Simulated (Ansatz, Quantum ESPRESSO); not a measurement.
# Zr2CO2 MXene, 1 layer against a metal electrode: the electrode's level over the Fermi level at a withheld member of a series

**Set-up.** Quantum ESPRESSO 7.5, PBE, GBRV ultrasoft. The slab is relaxed neutral under PBE-D3(BJ), then held. ESM with bc3: vacuum below and a metal electrode about 6 Å above the top atoms. Fermi-Dirac smearing of 0.004 Ry and a dense mesh. Charges are set per cell from the starting area. The series steps the charge of the slab (positive: electrons removed).

```tsv
charge of the slab	electrode's level over the Fermi level (eV)
1 ×10¹³ e/cm²	6.417
2 ×10¹³ e/cm²	7.505
3 ×10¹³ e/cm²	8.579
4.5 ×10¹³ e/cm²	10.185
6 ×10¹³ e/cm²	11.789
8 ×10¹³ e/cm²	13.933
```

To predict: What is the electrode's level over the Fermi level at 7 ×10¹³ e/cm²?

By hand: The rows at 6 ×10¹³ e/cm² and 8 ×10¹³ e/cm² give a slope of (13.933 − (11.789))/(8 − (6)) = 1.072, so a straight line gives 12.861 eV. A parabola through these and the row at 4.5 ×10¹³ e/cm² gives 12.860 eV.

What the calculation gave: 12.860 eV. The line misses by +0.001 and the parabola by 0.000 eV. Both misses are under 5 % of the step from the nearer row.

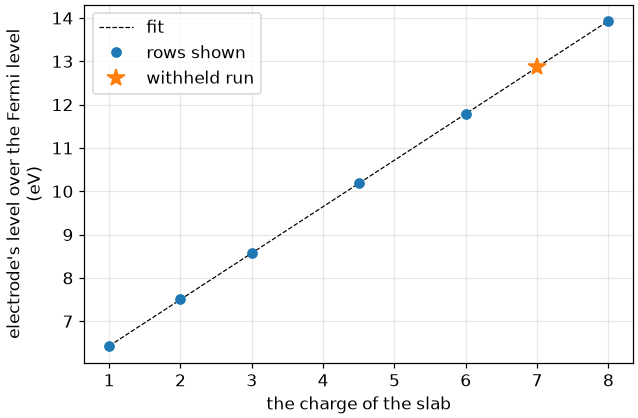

The rows shown, the fit and the withheld run.

Caveats: Vacuum fills the gap; ions don't answer the charge; added electrons can spill towards the electrode at the most negative charges. Members without a usable value, or on the other side of zero field or charge, are not listed.

[Logs are printed without paths, hosts, clocks, repeated set-up lines and the standing remarks that a program may print on its own settings, such as how far it seeks lower states.]
